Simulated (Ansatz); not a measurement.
System: SnGe2O3.

```
Sn Ge O
1.0
     4.04981    0.00000    0.00000
    -2.02491    3.50724    0.00000
     0.00000    0.00000    6.47713
Sn Ge O
1 2 3
Direct
  0.33333 0.66667 0.63702
  0.00000 0.00000 0.98414
  0.66667 0.33333 0.29953
  0.00000 0.00000 0.27102
  0.66667 0.33333 0.59562
  0.33333 0.66667 0.96267
```

Space group P3m1; a structure from a database of computed crystals, not necessarily the ambient phase; started from the MnCd2Te3-156 prototype, which need not be the ambient phase.

The calculation used Ansatz, DFT, PBEsol, plane waves, PAW.

Question: Predict the valence pseudo-density and electron localisation function between the atoms.

Answer: Sn–O (2.11 Å): ρ at the midpoint is about 0.63 e/Å³; the ELF peaks at about 0.80 in the valence shell of O, 0.6 Å from its nucleus, and is about 0.25 at the midpoint (no shared electron pair shows on this line).
Ge–O (1.92 Å): ρ at the midpoint is about 0.78 e/Å³; the ELF peaks at about 0.80 in the valence shell of O, 0.6 Å from its nucleus, and is about 0.45 at the midpoint.
Sn–O (2.35 Å): ρ at the midpoint is about 0.37 e/Å³; the ELF is about 0.20 at the midpoint: no localised pair shows between them.

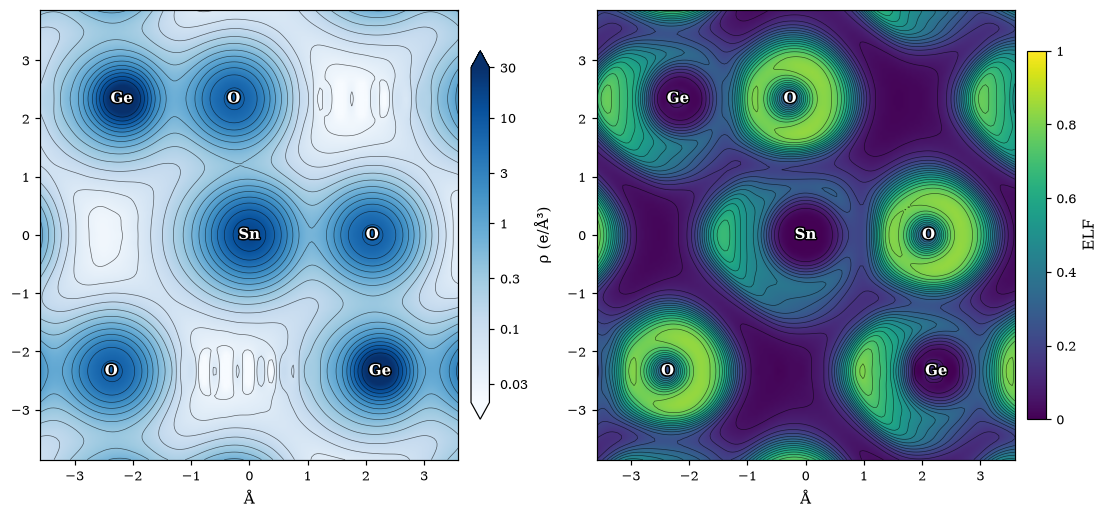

Computed valence pseudo-density and electron localisation function on the (110) plane of the conventional cell, in this order. 

In a PAW calculation such maps are meaningful between the atoms, not at the nuclei.
